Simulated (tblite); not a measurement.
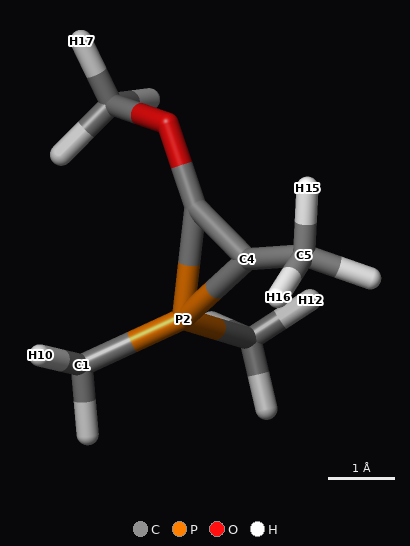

**Figure 1.** The structure as given in the input (stick view, seen at a tilt; atoms are numbered from 1 in the order of the input). Bond lengths as drawn: C–C 1.35 to 1.48 Å, C–H 1.09 to 1.10 Å, C–O 1.33 to 1.42 Å and C–P 1.71 to 1.85 Å.

**Run report: C6H11OP, molecular dynamics (part 1 of 2)**

The run: molecular dynamics of C6H11OP. Method and program: GFN2-xTB Langevin dynamics, gas phase (tblite 0.8.0).

The input:
```
{"job": {"kind": "md", "xc": "GFN2-xTB", "basis": "xTB", "temperature": 600, "steps": 2000, "every": 50}, "charge": 0, "multiplicity": 1}
C     -2.370278    -0.001626    -0.537313
P     -0.921161    -0.131073     0.355842
C     -0.785799    -1.793540     1.104194
C      0.504483     0.920912     0.877237
C      1.156952     1.916960     1.755748
C      0.659872     0.355097    -0.339804
O      1.478946     0.419227    -1.389590
C      1.144293    -0.465313    -2.442123
H     -3.223800    -0.288369     0.070396
H     -2.496586     0.978482    -0.987554
H     -1.538612    -1.889167     1.885827
H      0.207210    -1.933132     1.524830
H     -0.989807    -2.531649     0.329299
H      1.385316     1.481359     2.728500
H      2.079034     2.263159     1.290853
H      0.497920     2.769541     1.918289
H      1.716845    -0.149027    -3.312251
H      1.412229    -1.494323    -2.180220
H      0.073137    -0.418269    -2.659623
```

The first line tells a small driver script what to run in tblite; the rest is the geometry in Å.

Command:
```bash
OMP_NUM_THREADS=1 python <driver script> task.json out
```

Output:
```
t/fs     T/K      E/eV
    0.0   487.5   -677.41917
   25.0   374.5   -676.49296
   50.0   448.0   -676.42180
   75.0   359.4   -676.31531
  100.0   420.6   -675.86759
  125.0   739.4   -676.27421
  150.0   586.3   -675.89112
  175.0   772.5   -676.43189
  200.0   428.9   -676.11571
  225.0   654.0   -676.41562
  250.0   690.7   -676.30562
  275.0   713.5   -675.98269
  300.0   675.6   -675.64665
  325.0   491.3   -675.52613
  350.0   560.9   -676.12294
  375.0   556.8   -676.31494
  400.0   579.9   -675.75219
  425.0   592.8   -675.99962
  450.0   563.3   -675.65394
  475.0   581.8   -676.15279
  500.0   585.3   -675.99015
  525.0   582.3   -676.50684
  550.0   505.7   -676.26013
  575.0   592.6   -676.31197
  600.0   529.0   -676.33982
  625.0   561.7   -676.20447
  650.0   622.5   -676.27139
  675.0   664.3   -676.13902
  700.0   484.6   -676.16836
  725.0   678.4   -676.54888
  750.0   483.3   -676.29529
  775.0   591.4   -676.27493
  800.0   500.8   -676.27450
  825.0   467.8   -676.43425
  850.0   454.2   -676.77437
  875.0   350.1   -676.21466
  900.0   503.2   -676.37242
  925.0   604.5   -676.21705
  950.0   725.4   -676.50907
  975.0   541.5   -676.39186
 1000.0   579.2   -676.39464
```

Trajectory as extended XYZ (Å, eV, eV/Å), 25 of the 41 frames kept, from step=0 to step=40:
```
19
Properties=species:S:1:pos:R:3:forces:R:3 step=0 time_fs=0.0 energy=-677.41917 temperature=487.5
C    -2.3703   -0.0016   -0.5373   -0.0037   0.0060   0.0009
P    -0.9212   -0.1311    0.3558   -0.0044  -0.0065  -0.0023
C    -0.7858   -1.7935    1.1042    0.0013  -0.0002   0.0054
C     0.5045    0.9209    0.8772   -0.0006  -0.0010   0.0039
C     1.1570    1.9170    1.7557    0.0000  -0.0060   0.0005
C     0.6599    0.3551   -0.3398    0.0030   0.0050  -0.0006
O     1.4789    0.4192   -1.3896   -0.0046   0.0002  -0.0061
C     1.1443   -0.4653   -2.4421   -0.0022  -0.0081   0.0010
H    -3.2238   -0.2884    0.0704    0.0028   0.0061   0.0010
H    -2.4966    0.9785   -0.9876    0.0055   0.0003  -0.0024
H    -1.5386   -1.8892    1.8858    0.0041  -0.0036   0.0016
H     0.2072   -1.9331    1.5248   -0.0025   0.0004  -0.0008
H    -0.9898   -2.5316    0.3293    0.0047   0.0025   0.0005
H     1.3853    1.4814    2.7285    0.0013   0.0017  -0.0023
H     2.0790    2.2632    1.2909   -0.0050   0.0019   0.0041
H     0.4979    2.7695    1.9183   -0.0030  -0.0018  -0.0015
H     1.7168   -0.1490   -3.3123   -0.0012  -0.0013   0.0025
H     1.4122   -1.4943   -2.1802   -0.0027   0.0045  -0.0029
H     0.0731   -0.4183   -2.6596    0.0073   0.0000  -0.0024
19
Properties=species:S:1:pos:R:3:forces:R:3 step=2 time_fs=50.0 energy=-676.42180 temperature=448.0
C    -2.3995    0.1055   -0.4280    0.4584  -0.3552   0.1107
P    -0.9662   -0.1973    0.4867    0.8803   1.4971  -0.4927
C    -0.7354   -1.8408    1.1324   -0.6982  -1.8398  -0.3183
C     0.5231    0.7874    0.9453   -1.4303   1.1539   1.2836
C     0.7290    1.9426    1.8110    1.7016   1.2590   1.8973
C     0.6527    0.3797   -0.3012   -0.9618  -1.7292  -1.1577
O     1.4089    0.3832   -1.3888   -0.7292  -0.0883  -0.7204
C     0.9929   -0.5802   -2.4062   -0.4602  -0.2655   1.4084
H    -3.2664   -0.1259    0.1711   -0.2491  -0.1616   0.1822
H    -2.3782    1.1573   -0.6607   -0.0962   0.4170  -0.2758
H    -1.5625   -2.3447    1.6961    0.5494   0.9841  -0.1459
H     0.2091   -1.9006    1.6454    0.1965  -0.0847   0.2477
H    -0.7019   -2.4226    0.2037    0.2512  -0.3162   0.0027
H     1.2230    1.6331    2.7825   -1.1539  -0.0482  -0.4462
H     1.5536    2.5884    1.4682   -0.4785   0.1145  -0.6668
H    -0.1741    2.5996    2.0282    0.9899  -1.1734  -0.3713
H     1.2879   -0.1627   -3.3730    0.4061  -0.6730   0.4027
H     1.3352   -1.5539   -1.9963    0.7844   0.3104  -1.1089
H    -0.0926   -0.8058   -2.4368    0.0397   0.9990   0.1687
19
Properties=species:S:1:pos:R:3:forces:R:3 step=3 time_fs=75.0 energy=-676.31531 temperature=359.4
C    -2.4210    0.1410   -0.1717   -0.5940  -0.6635  -0.2688
P    -0.9205   -0.2938    0.4635   -1.5474  -0.2944  -0.2538
C    -0.7644   -2.0247    1.0575   -0.1651  -0.0183   1.1360
C     0.3287    0.9552    0.8782    0.4278  -0.4383   0.9272
C     0.7357    2.0280    1.7656    1.1223   2.9891  -0.2703
C     0.5326    0.3483   -0.3016    0.5439  -0.7251  -0.1761
O     1.3739    0.2735   -1.3048    0.3072   0.4533  -1.1727
C     0.9238   -0.5799   -2.3705   -1.3340   0.7780   0.4466
H    -3.3842   -0.2847    0.1311    0.8529   0.2260  -0.0090
H    -2.3936    1.1402   -0.5609   -0.2112   0.2347   0.0328
H    -1.4937   -2.0354    1.8893    0.2235  -0.0781  -0.0747
H     0.2427   -2.1307    1.5117   -0.5109  -0.2206  -0.4972
H    -1.0928   -2.8563    0.4015    0.5619   0.8230  -0.0204
H     1.0357    1.7858    2.7865   -0.3549  -0.3824  -0.2082
H     1.5924    2.7291    1.3831   -1.0411  -1.5022   0.1593
H    -0.1135    2.7447    1.7800    0.2175  -0.4046   0.4718
H     1.2358   -0.0540   -3.3159    0.4507  -1.5197   0.8637
H     1.0532   -1.6223   -2.0124    0.9864   0.3744  -1.1745
H    -0.1858   -0.5479   -2.4223    0.0644   0.3685   0.0885
19
Properties=species:S:1:pos:R:3:forces:R:3 step=5 time_fs=125.0 energy=-676.27421 temperature=739.4
C    -2.4485   -0.2683   -0.2676    0.2533   1.0846  -0.2156
P    -0.9487   -0.4794    0.5221   -1.6780  -0.5225  -0.4834
C    -0.8320   -2.1985    1.1210   -1.3585   0.9097  -0.7404
C     0.3877    0.5941    0.9433    1.1013   0.7233  -1.4037
C     0.8948    1.8834    1.4048    1.1013   0.7953   1.0590
C     0.5195    0.0324   -0.3147    1.0211   0.5133   1.5909
O     1.3548    0.1408   -1.3469   -0.5136   0.0782   0.9428
C     0.9542   -0.8351   -2.2535   -1.4680   0.8765  -1.3579
H    -3.1623   -0.8523    0.2433   -0.8984  -0.6143   0.3561
H    -2.8220    0.7691   -0.4136    0.5862  -0.6998   0.0622
H    -0.9119   -2.2665    2.1460    0.0265   0.3018   2.5570
H     0.0443   -2.6838    0.8549    1.4552  -0.8661  -0.9165
H    -1.7551   -2.6487    0.7938   -0.0919  -0.4570  -0.7218
H     1.4216    1.8258    2.3742   -0.5083   0.0663  -0.2100
H     1.5559    2.4054    0.7320    1.1631  -0.8910  -0.7889
H     0.1926    2.6776    1.3800   -1.6941   0.2881   0.9803
H     1.6047   -0.6104   -3.1199   -0.4703  -1.0199   0.1679
H     0.9416   -1.8261   -1.7740    0.4623   0.1240  -0.6549
H    -0.1593   -0.5728   -2.4892    1.5108  -0.6904  -0.2231
19
Properties=species:S:1:pos:R:3:forces:R:3 step=7 time_fs=175.0 energy=-676.43189 temperature=772.5
C    -2.4908   -0.6725   -0.2737   -2.7591  -0.8955  -0.3348
P    -1.0272   -0.7195    0.4968    1.6214  -0.5734   1.8476
C    -0.6113   -2.3396    1.3171   -1.0488  -2.1276  -0.1516
C     0.3716    0.4705    0.6917   -1.7421  -1.5041   0.9094
C     0.9138    1.5916    1.3815    0.5988   3.2402  -0.5231
C     0.4870   -0.3564   -0.3637    0.6133   0.5878  -0.7263
O     1.2943   -0.2306   -1.3981    0.3437  -0.7649  -1.8523
C     1.2856   -1.2796   -2.4496   -0.8270   0.1142   2.4945
H    -3.3916   -1.0752    0.2764    1.2326   0.2512  -0.3380
H    -2.7782    0.2394   -0.7633    0.2977   0.3998  -0.0620
H    -1.1718   -2.6652    2.2544    0.6778   1.0988  -0.8301
H     0.4801   -2.5880    1.4506   -1.1358   0.7105  -0.2364
H    -1.0654   -3.0989    0.5762    0.8023   0.9138   0.5943
H     1.3849    1.4727    2.3405   -0.2892  -0.5369   0.5083
H     1.6938    1.9963    0.7399    0.6271  -0.0346  -0.2678
H     0.2448    2.5094    1.4242    0.0613  -1.2748   0.3087
H     2.3387   -1.4538   -2.5639    0.3184  -0.2166  -0.6733
H     0.8185   -2.1861   -1.9271    0.3184   0.9596  -1.1701
H     0.7497   -0.9127   -3.3393    0.2889  -0.3475   0.5029
19
Properties=species:S:1:pos:R:3:forces:R:3 step=8 time_fs=200.0 energy=-676.11571 temperature=428.9
C    -2.4997   -0.7510   -0.2811   -3.4139   0.5969   0.1947
P    -1.0057   -0.9676    0.4173    1.8966   2.3478   0.0113
C    -0.6358   -2.4067    1.4490   -0.3376   0.7408   1.7747
C     0.2069    0.4681    0.6111   -0.8996  -1.5633  -0.0698
C     0.9413    1.4863    1.3309    2.5580   1.4982  -0.1631
C     0.4576   -0.3058   -0.4656    0.5599  -0.1626  -0.2985
O     1.4277   -0.3076   -1.4136   -0.7199  -1.4584  -1.3729
C     1.2300   -1.3760   -2.4694    1.0654   0.0639   3.0156
H    -3.3117   -1.3331    0.2706    1.0733   0.4138  -0.6733
H    -2.9083    0.3360   -0.3455    1.1871  -1.6821  -0.0511
H    -1.5264   -2.3172    2.1864    1.6919  -0.1949  -0.4238
H     0.4130   -2.3960    1.8630   -1.2572   0.3471  -0.0552
H    -0.7628   -3.3410    0.9945   -0.2887  -1.2378  -1.0718
H     1.3364    1.1065    2.3121   -0.2065   0.2113  -0.9174
H     1.8435    1.7435    0.6039   -1.3037  -0.4603   1.5657
H     0.5076    2.4789    1.5593   -0.4267  -0.7379  -0.2819
H     2.1862   -1.8172   -2.7903   -0.0239   0.4332   0.5298
H     0.6585   -2.1443   -1.9206   -0.0729   0.1085  -0.6927
H     0.7774   -0.9893   -3.3238   -1.0815   0.7356  -1.0203
19
Properties=species:S:1:pos:R:3:forces:R:3 step=10 time_fs=250.0 energy=-676.30562 temperature=690.7
C    -2.5229   -1.0362   -0.3858    1.1208   0.4999  -0.1479
P    -1.0410   -0.9015    0.5325    0.1559   0.7494  -2.0908
C    -0.7726   -2.3940    1.4605    2.6761  -1.4931  -3.0788
C     0.3933    0.1910    0.7897    1.3049   0.9395  -1.0104
C     0.9662    1.4187    1.5943   -2.4707  -1.6430  -1.5338
C     0.5054   -0.5088   -0.4118   -0.7754   0.6365   2.2788
O     1.3178   -0.5506   -1.4635    0.4366   0.8035   0.5618
C     1.2191   -1.4968   -2.4643   -0.3816   0.0151  -2.6056
H    -3.3000   -0.9132    0.3131   -1.2079  -0.4387   1.0232
H    -2.6797   -0.1937   -1.0709    0.5163  -0.0720  -0.1187
H    -1.4340   -2.4532    2.1832   -3.4208  -0.3957   3.4453
H     0.1975   -2.4777    1.8812    1.1494   0.5388   0.5084
H    -0.8122   -3.3036    0.8309   -0.5335   0.4218  -0.1372
H     1.6226    1.1265    2.3316    1.4389  -1.1498   1.5766
H     1.5063    2.1043    0.9908   -0.0935   0.6158  -0.8007
H     0.1018    1.8298    2.1224    0.1495   0.3777  -0.3893
H     2.1348   -1.3586   -3.1546   -0.9286  -0.5092   1.4208
H     1.0722   -2.5271   -2.1031    0.3012   0.3414  -0.1109
H     0.3745   -1.2675   -3.2172    0.5624  -0.2380   1.2090
19
Properties=species:S:1:pos:R:3:forces:R:3 step=12 time_fs=300.0 energy=-675.64665 temperature=675.6
C    -2.3199   -0.9163   -0.5615   -0.2914   0.2685  -0.5468
P    -0.9886   -0.9335    0.5133   -1.0991   1.5104  -0.5997
C    -1.0467   -2.4201    1.4253    1.8271  -1.6786   2.9112
C     0.4832    0.1487    0.8743   -0.5892   3.7522   6.3964
C     1.2557    1.0798    1.7958    2.0454  -1.7247  -0.0266
C     0.6683   -0.6230   -0.1020   -0.6381  -3.4725  -4.0359
O     1.5151   -0.7621   -1.0503    1.9379  -1.4811  -3.3481
C     1.2332   -1.7470   -2.1212   -0.5075  -0.6037   1.3188
H    -3.3548   -1.0907   -0.2009    0.9479   0.2986   0.2337
H    -2.2315   -0.0052   -1.1558   -0.3138  -0.0512  -0.1380
H    -1.6562   -2.3609    2.4983    1.4855  -0.2739  -2.6847
H     0.1295   -2.6031    1.5989   -2.3406  -0.0378   0.2971
H    -1.3820   -3.2022    0.7290   -0.2642   0.1652   0.6232
H     2.3272    0.5917    2.0550   -2.1563   0.5236  -0.5387
H     1.5813    1.9412    1.2075   -0.6841   0.3374   0.6597
H     0.7671    1.1750    2.7824    0.1712   0.6214  -0.9411
H     1.8409   -1.6362   -2.9766    0.7634   1.3413  -0.8597
H     1.5788   -2.7853   -1.8562   -0.9366   0.6898   0.6772
H     0.1684   -1.6938   -2.4458    0.6425  -0.1849   0.6018
19
Properties=species:S:1:pos:R:3:forces:R:3 step=13 time_fs=325.0 energy=-675.52613 temperature=491.3
C    -2.2710   -0.8481   -0.5971   -0.6484   1.3256  -1.3193
P    -0.9335   -0.9678    0.4216    0.8531  -1.0468   1.0682
C    -1.0872   -2.5599    1.5634   -0.7266   2.3385   0.3311
C     0.4379    0.0740    0.9904    1.1389   1.2645   1.4628
C     1.3216    0.8854    1.8805    3.4484  -0.5185  -3.3560
C     0.7893   -0.5745   -0.1115   -1.8170  -1.0007   0.1275
O     1.7345   -0.8861   -0.9541    0.0835  -0.6144  -1.1783
C     1.1875   -1.8134   -1.8665    0.2961  -1.0618  -1.9471
H    -3.1498   -0.9784   -0.0099   -0.7154  -0.3966   0.5061
H    -2.4158    0.1432   -1.1369    0.6662  -1.1113   0.4809
H    -1.6620   -2.1373    2.5939    1.6592  -1.3599  -2.5665
H    -0.0696   -2.9825    1.6849   -0.8677   0.3482   0.3656
H    -1.7337   -3.2047    0.9546    0.1233   0.1007   0.5863
H     2.3963    0.4041    1.6935   -1.7209   0.1115   0.8686
H     1.6565    1.8276    1.3519   -1.4759  -0.1555   1.3279
H     1.0936    0.7798    2.8848   -0.4084   0.7522   1.5021
H     1.2940   -1.6671   -2.9519    0.2965   1.5031   0.1154
H     1.5867   -2.8166   -1.8871    0.7613  -0.5543   1.3011
H     0.1369   -1.9372   -1.7274   -0.9463   0.0753   0.3236
19
Properties=species:S:1:pos:R:3:forces:R:3 step=15 time_fs=375.0 energy=-676.31494 temperature=556.8
C    -2.0872   -0.7729   -0.7226   -0.4031   0.7868   0.6391
P    -0.8253   -0.8282    0.4916   -1.8432  -0.7770  -0.8013
C    -1.1918   -2.3119    1.4983   -0.2450   0.7537  -0.6587
C     0.6777   -0.1759    1.2239    0.9950   1.7649   0.7939
C     1.1816    0.8616    2.1601   -0.9065  -1.7834   1.4409
C     0.9359   -0.8510    0.1049   -0.0072  -1.0131  -3.2853
O     1.6905   -1.0457   -1.0490   -0.5172  -0.0013   1.5241
C     1.2766   -2.1108   -1.8789    0.7723  -2.8519   1.8650
H    -3.0734   -0.6763   -0.1977    0.7097  -0.3356  -0.1270
H    -2.0529    0.1047   -1.3717    0.3830  -0.0959  -0.1109
H    -0.8837   -2.0275    2.4641    0.1139  -0.0365   1.3911
H    -0.4805   -2.9714    1.0883    0.5089  -1.3953  -0.2006
H    -2.2106   -2.6646    1.4519   -0.0227   0.0036  -0.1153
H     2.0408    1.3866    1.8672    1.0223   0.5337  -0.5204
H     0.3450    1.5153    2.3505   -0.0895   0.4362   0.0566
H     1.3714    0.3214    3.1357    0.0490   0.6521  -0.7655
H     0.7549   -1.9336   -2.7516   -1.2529   1.5465  -1.5864
H     2.1695   -2.6836   -2.2473   -0.2099   0.5375   0.6640
H     0.6208   -2.9116   -1.3529    0.9430   1.2749  -0.2036
19
Properties=species:S:1:pos:R:3:forces:R:3 step=17 time_fs=425.0 energy=-675.99962 temperature=592.8
C    -1.8081   -0.2947   -0.5717    0.5510   0.1230  -0.2498
P    -0.8357   -0.8597    0.7099    0.8516  -0.1895  -1.0668
C    -1.3373   -2.5667    1.2967    2.0842   0.0849  -1.6129
C     0.6767   -0.0095    1.2325    0.8001  -1.7918  -1.3563
C     1.2845    1.0546    2.0112    0.5731   1.2765  -0.1032
C     0.9315   -0.8484    0.1546   -0.5928  -0.4427   0.8733
O     1.8270   -1.3421   -0.7795   -0.7843   1.0539   1.7939
C     1.2039   -2.1827   -1.7098   -0.4381   2.7591  -2.6862
H    -2.8433   -0.4177   -0.4246   -1.0449   0.0074   0.1825
H    -1.5111    0.7169   -0.8604   -0.1477  -0.1995   0.0705
H    -0.8316   -2.7527    2.2521   -0.3584  -0.1924  -0.3264
H    -0.8438   -3.2334    0.4162   -1.4179   1.1055   2.0005
H    -2.4142   -2.5337    1.3345   -0.0606  -0.4577  -0.0269
H     1.5337    1.8801    1.3250   -1.1663   0.5091   0.1702
H     0.7249    1.3186    2.9155   -0.0365   0.2125  -0.5879
H     2.3017    0.9143    2.2928    0.9018  -1.2909   0.7413
H     0.1191   -1.8413   -1.8510    1.3019  -0.9502   0.1712
H     1.7657   -2.0149   -2.6878   -0.7134   0.7788   0.4905
H     1.4247   -3.1885   -1.6882   -0.3026  -2.3960   1.5226
19
Properties=species:S:1:pos:R:3:forces:R:3 step=18 time_fs=450.0 energy=-675.65394 temperature=563.3
C    -1.8923    0.0627   -0.4034    0.5416  -2.7077   1.1943
P    -0.8262   -0.8640    0.6254   -1.9242   1.4767  -0.3480
C    -1.2620   -2.5458    1.2647    1.9685   0.3938   0.9519
C     0.6360    0.0597    1.3061    0.3462  -0.9772  -1.2084
C     1.4284    1.1255    1.9410   -0.2498  -0.6026   1.1546
C     0.9018   -0.8946    0.3529   -1.0753   0.5373   0.3115
O     1.7318   -1.2494   -0.5709    2.1025  -0.1129  -1.4827
C     1.2304   -1.9956   -1.6761   -1.7869   2.3365  -0.1120
H    -2.9434   -0.0326   -0.5600    0.0339  -0.2246   0.3091
H    -1.3699    0.9222   -0.6076    0.6542   1.8111  -0.6011
H    -0.3190   -2.8293    1.9371   -2.0064   0.3513  -1.1868
H    -1.2603   -3.1354    0.3443   -0.2484  -0.2245   0.3838
H    -2.1928   -2.5288    1.8158   -0.0081  -0.3093  -0.0179
H     1.3115    2.1343    1.6581   -1.4932   1.1403  -0.3467
H     1.2431    0.9569    2.9863   -0.0347   0.6786   0.8343
H     2.4744    1.0997    1.8149    1.5176  -1.2274  -0.4527
H     0.0748   -1.9942   -1.6140    1.7425  -0.5467  -0.1949
H     1.5627   -1.5508   -2.6214   -0.6232   1.3698  -0.0292
H     1.8059   -2.8278   -1.8262    0.5433  -3.1624   0.8408
```
